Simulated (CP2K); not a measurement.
# C2H4BFO (SMILES C=C(O)BF): GFN0-xTB

Aim: the energy change on altering one bond length of C2H4BFO at GFN0-xTB, from 2 runs. 

The results are computed with CP2K 2026.2.

2 further runs of the same task are left out: 2 set aside as unsound or not needed.

**1. The structure to begin with**

The species is C2H4BFO (9 atoms), meant as a singlet with charge 0. SMILES: `C=C(O)BF`. Geometry: relaxed at GFN2-xTB. This is one conformer, not always the lowest.

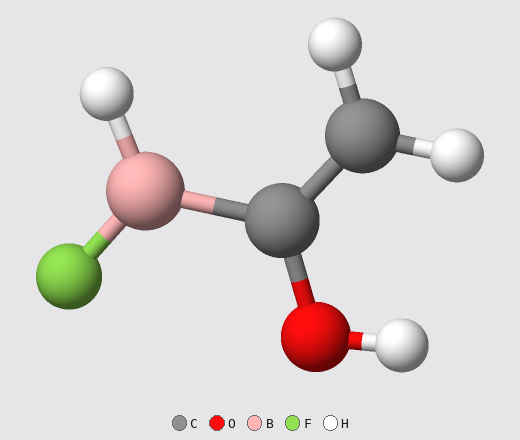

The structure, seen from a chosen angle (carbon grey, oxygen red, boron pink, fluorine green, hydrogen white).

**2. The energy at GFN0-xTB**

Input file mol.inp:

```
&GLOBAL
    PROJECT mol
    RUN_TYPE ENERGY
    PRINT_LEVEL MEDIUM
&END

&FORCE_EVAL
    METHOD QS
    &DFT
        CHARGE 0
        MULTIPLICITY 1
        ! Quickstep
        &QS
            METHOD XTB
            EPS_DEFAULT 1.0E-10
            &XTB
                GFN_TYPE 0
                CHECK_ATOMIC_CHARGES F
            &END
        &END
        &POISSON
            PERIODIC NONE
            POISSON_SOLVER ANALYTIC
        &END
        &SCF
            SCF_GUESS ATOMIC
            EPS_SCF 1.0E-06
            MAX_SCF 150
            ADDED_MOS 2
            &DIAGONALIZATION
                ALGORITHM STANDARD
            &END
            &MIXING
                METHOD DIRECT_P_MIXING
                ALPHA 0.4
            &END
            &SMEAR ON
                METHOD FERMI_DIRAC
                ELECTRONIC_TEMPERATURE [K] 300
            &END
        &END
        ! extra output
        &PRINT
            &MOMENTS
                PERIODIC F
                REFERENCE COM
                MAX_MOMENT 1
            &END
            &MO ON
                ENERGIES T
                OCCUPATION_NUMBERS T
                NDIGITS 6
                &EACH
                    QS_SCF 0
                &END
                ADD_LAST NUMERIC
            &END
            &HIRSHFELD OFF
            &END
        &END
    &END
    ! structure
    &SUBSYS
        &CELL
            ABC [angstrom] 16.3 15.8 13.9
            PERIODIC NONE
        &END
        &COORD
            UNIT bohr
            C      2.3442242     0.0052534    -0.1130056
            C     -0.1560347    -0.3900017    -0.1938103
            O     -1.1430386    -2.5348030    -1.2263000
            B     -2.0800404     1.5767308     0.8940861
            F     -4.5137998     1.1169037     0.8082359
            H      3.1026846     1.6958780     0.7092331
            H      3.6862321    -1.3446157    -0.8511137
            H      0.1987047    -3.6165957    -1.8344516
            H     -1.4389320     3.4912501     1.8071262
        &END
        &TOPOLOGY
            &CENTER_COORDINATES
            &END
        &END
    &END
&END
```

Started as:

```bash
OMP_NUM_THREADS=1 cp2k.psmp -i mol.inp -o mol.out
```

The program printed:

```text
CP2K| version string:                                       CP2K version 2026.2
[...]
 GLOBAL| Method name                                                        CP2K
[...]
 GLOBAL| Run type                                                         ENERGY
[...]
                             - Atoms:                                          9
[...]
                             - Spherical basis functions:                     28
[...]
 Number of electrons:                                                         28
[...]
  Fermi energy:                                                -0.31337232707929
[...]
 TB_DIPOLE| Moment [Debye]         -0.29305160      -0.46214473      -0.22684871
 TB_DIPOLE| Derivative [a.u.]       0.00000000       0.00000000       0.00000000
[...]
 ENERGY| Total FORCE_EVAL ( QS ) energy [hartree]            -14.923442806102718
[...]
```

It took 0.22 s on 1 thread of Arm Neoverse V2, shared host.

**3. The distorted shape, same level**

Input file molecule.inp:

```
&GLOBAL
 PROJECT molecule
 RUN_TYPE ENERGY
 PRINT_LEVEL MEDIUM
&END GLOBAL

&FORCE_EVAL
 METHOD QUICKSTEP
 &DFT
  &QS
   METHOD XTB
   EPS_DEFAULT 1.0E-10
   &XTB
    GFN_TYPE 0
    CHECK_ATOMIC_CHARGES F
   &END XTB
  &END QS
  &POISSON
   PERIODIC NONE
   POISSON_SOLVER ANALYTIC
  &END POISSON
  &SCF
   SCF_GUESS ATOMIC
   EPS_SCF 1.0E-06
   MAX_SCF 150
   ADDED_MOS 2
   &DIAGONALIZATION
    ALGORITHM STANDARD
   &END DIAGONALIZATION
   &MIXING
    METHOD DIRECT_P_MIXING
    ALPHA 0.4
   &END MIXING
   &SMEAR ON
    METHOD FERMI_DIRAC
    ELECTRONIC_TEMPERATURE [K] 300
   &END SMEAR
  &END SCF
  &PRINT
   &MOMENTS
    PERIODIC F
    REFERENCE COM
    MAX_MOMENT 1
   &END MOMENTS
   &MO ON
    ENERGIES T
    OCCUPATION_NUMBERS T
    NDIGITS 6
    &EACH
     QS_SCF 0
    &END EACH
    ADD_LAST NUMERIC
   &END MO
   &HIRSHFELD OFF
   &END HIRSHFELD
  &END PRINT
 &END DFT
 &SUBSYS
  &CELL
   ABC 16.3 15.9 14
   PERIODIC NONE
  &END CELL
  &COORD
   UNIT bohr
   C      2.0758717     0.2216157     0.0086266
   C     -0.4243871    -0.1736394    -0.0721781
   O     -1.4113911    -2.3184407    -1.1046678
   B     -2.3483929     1.7930931     1.0157183
   F     -4.7821523     1.3332660     0.9298681
   H      2.8343322     1.9122403     0.8308653
   H      3.4178796    -1.1282534    -0.7294815
   H      0.1987047    -3.6165957    -1.8344516
   H     -1.7072844     3.7076124     1.9287584
  &END COORD
  &TOPOLOGY
   &CENTER_COORDINATES
   &END CENTER_COORDINATES
  &END TOPOLOGY
 &END SUBSYS
&END FORCE_EVAL
```

Started as:

```bash
OMP_NUM_THREADS=1 cp2k.psmp -i molecule.inp -o molecule.out
```

The program printed:

```text
CP2K| version string:                                       CP2K version 2026.2
[...]
 GLOBAL| Method name                                                        CP2K
[...]
 GLOBAL| Run type                                                         ENERGY
[...]
                             - Atoms:                                          9
[...]
                             - Spherical basis functions:                     28
[...]
 Number of electrons:                                                         28
[...]
  Fermi energy:                                                -0.31336240192780
[...]
 TB_DIPOLE| Moment [Debye]         -0.35405894      -0.25327165      -0.11867252
 TB_DIPOLE| Derivative [a.u.]       0.00000000       0.00000000       0.00000000
[...]
 ENERGY| Total FORCE_EVAL ( QS ) energy [hartree]            -14.908110801789284
[...]
```

It took 0.22 s on 1 thread of Arm Neoverse V2, shared host.

**4. Summary of results**

At GFN0-xTB:

```
                                                         quantity         value
                                        first shape: total energy  -14.92344 Eh
           first shape: dipole moment (from atomic charges alone)        0.59 D
                                         first shape: HOMO energy     -10.94 eV
                                         first shape: LUMO energy      -7.63 eV
                                       first shape: HOMO–LUMO gap       3.31 eV
                                   first shape: dispersion energy  -4.75 kJ/mol
                                    distorted shape: total energy  -14.90811 Eh
       distorted shape: dipole moment (from atomic charges alone)        0.45 D
                                     distorted shape: HOMO energy     -10.95 eV
                                     distorted shape: LUMO energy      -7.63 eV
                                   distorted shape: HOMO–LUMO gap       3.31 eV
                               distorted shape: dispersion energy  -4.75 kJ/mol
energy change with the O3–H8 bond stretched from 0.967 to 1.161 Å      0.417 eV
```

In words: With the O3–H8 bond stretched from 0.967 to 1.161 Å the energy rises by 0.42 eV (40.3 kJ/mol). The first shape isn't relaxed at this level, so the change isn't measured from a minimum. The dipole (first shape) comes from point charges on the atoms alone, without atomic dipoles, so it is partial. The dipole (distorted shape) comes from point charges on the atoms alone, without atomic dipoles, so it is partial.
